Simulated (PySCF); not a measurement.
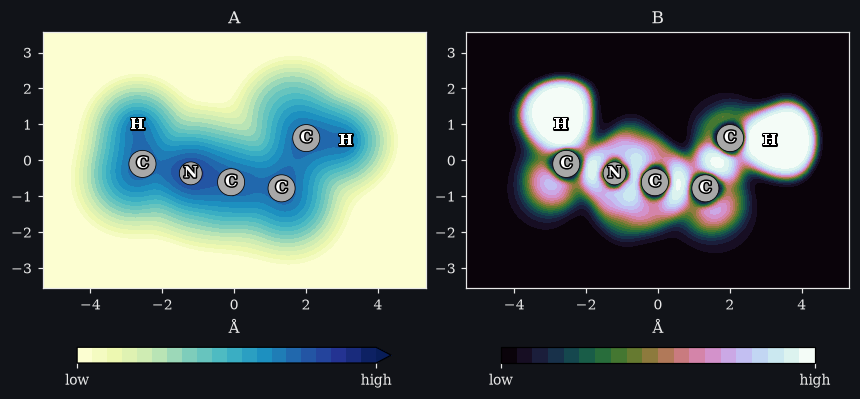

C4H6F2N (SMILES C[N+]#CCC(F)F) (charge +1): 2 fields on the plane of atoms C4, C5 and H13, with unlabelled colour scales. Grey discs cover the atomic cores.

Geometry: GFN2-xTB.

These are results of PBE0/def2-SVPD, SCF density, gas phase (PySCF 2.14.0), not measurements.

**Which field does each panel show? The fields are: electron density and electron localisation function.**

Panel A: electron density. Panel B: electron localisation function. From the grid: C–N (1.15 Å): the density is about 3.4 e/Å³ at the midpoint; the ELF peaks at about 0.85 between the atoms; a short, multiple covalent bond. C–C (1.42 Å): ρ is about 1.9 e/Å³ halfway; the ELF peaks at about 0.95 between the atoms (localised, covalent bonding).
